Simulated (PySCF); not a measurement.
SMILES COBS (CH5BOS), singlet at its PBE0/def2-SVP optimised geometry (Å):

```
9

B     -0.3260     0.5045     0.0000
H     -0.8841     1.5742     0.0000
O      1.0176     0.5045     0.0000
C      1.8352    -0.6370     0.0036
H      2.4642    -0.6358    -0.8996
H      2.4936    -0.6070     0.8850
H      1.2546    -1.5742     0.0286
S     -1.2942    -1.0376    -0.0004
H     -2.4936    -0.4234     0.0041
```

Method: PySCF with PBE0/def2-TZVP.

Map of the deformation density (molecule minus spherical neutral atoms) (e/bohr³) on the plane z = 1.0 Å:

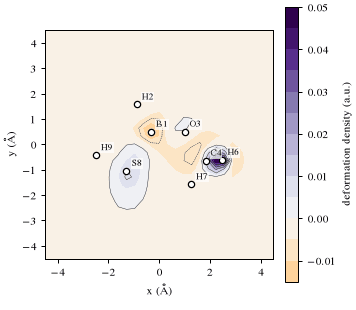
Deformation density (molecule minus spherical neutral atoms) (e/bohr³) on the plane z = 1.0 Å.
